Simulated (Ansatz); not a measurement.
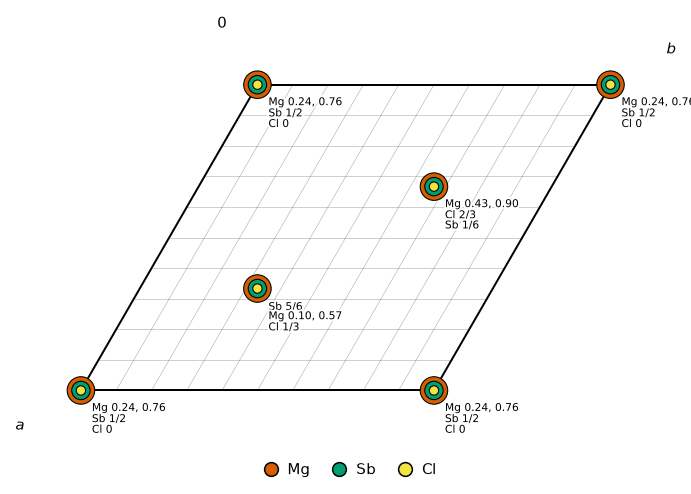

Plan of a unit cell projected along c (a down the page, b across); the numbers are heights as fractions of c, and atoms on the cell's edges are repeated. The grid marks tenths of a and b. Source: the geometry relaxed with Ansatz, DFT PBE, scalar-relativistic, plane waves, PAW; the starting structure was generated, so it need not be a known form of this composition. The drawing is computed from the coordinates (standard cell, symmetry found to 0.002 Å).

a = 4.294 Å, b = 4.294 Å, c = 19.343 Å, α = 90.00°, β = 90.00°, γ = 120.00°.

### What does the cell contain?

6 Mg, 3 Sb, 3 Cl: Mg2SbCl, Z = 3.

### Give the fractional coordinates of all atoms, to two places.

```json
{"atom": "Mg", "x": "0.33", "y": "0.67", "z": "0.90"}
{"atom": "Mg", "x": "0.00", "y": "0.00", "z": "0.76"}
{"atom": "Sb", "x": "0.67", "y": "0.33", "z": "0.83"}
{"atom": "Cl", "x": "0.00", "y": "0.00", "z": "0.00"}
{"atom": "Mg", "x": "0.00", "y": "0.00", "z": "0.24"}
{"atom": "Mg", "x": "0.67", "y": "0.33", "z": "0.10"}
{"atom": "Sb", "x": "0.33", "y": "0.67", "z": "0.17"}
{"atom": "Cl", "x": "0.67", "y": "0.33", "z": "0.33"}
{"atom": "Mg", "x": "0.67", "y": "0.33", "z": "0.57"}
{"atom": "Mg", "x": "0.33", "y": "0.67", "z": "0.43"}
{"atom": "Sb", "x": "0.00", "y": "0.00", "z": "0.50"}
{"atom": "Cl", "x": "0.33", "y": "0.67", "z": "0.67"}
```
